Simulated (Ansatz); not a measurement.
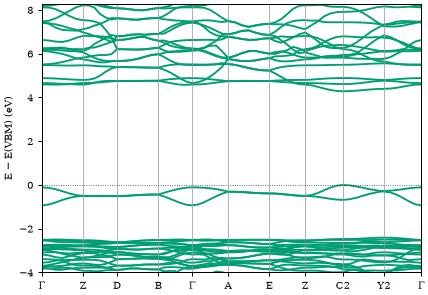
Figure: Band structure from the program Ansatz at the r²SCAN+D4 level (PAW)

Read off the gap and where the band edges lie.

About 4.3 eV (4.28 eV by a search for the band edges); maximum at C2, minimum at C2.

The material is ZrSnF$_{6}$ in space group P2/c (No. 13; Pearson symbol mP16).

The workflow started from an entry of the Crystallography Open Database (COD, 295 K). Its standing as an ambient phase is unchecked. Symmetry was held in the r²SCAN+D4 relaxation; its stability against distortions is not shown here. The run is not spin-polarised. Scalar-relativistic: spin–orbit coupling is off unless named, which matters more the heavier the elements.

Potentials: the later of the program's two PAW sets.
